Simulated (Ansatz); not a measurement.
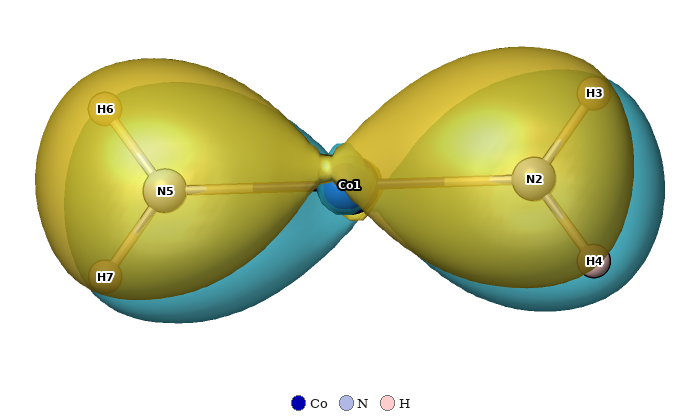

Figure 1: CoH₄N₂ (quartet). The HOMO (β) at ±0.08 Å⁻³ᐟ² (yellow and cyan are the two phases), seen at a tilt.

Geometry: PBE0-D4/def2-TZVP.

Computed with UKS PBE0-D4/def2-TZVP in Ansatz.

```xyz
7

Co    0.0032   -0.0035    0.0000
N     0.0070   -0.0167    1.8164
H     0.6231    0.5201    2.4088
H    -0.6166   -0.5524    2.4023
N    -0.0018    0.0121   -1.8165
H     0.6134    0.5552   -2.4040
H    -0.6283   -0.5148   -2.4070
```

Where does this orbital lie, and at what energy?

Answer. It lies mainly on N2 (about 40 %), N5 (about 40 %) and Co1 (about 5 %); it changes sign across the molecular plane (π type); it is ungerade (odd under inversion). Its energy is −6.22 eV.
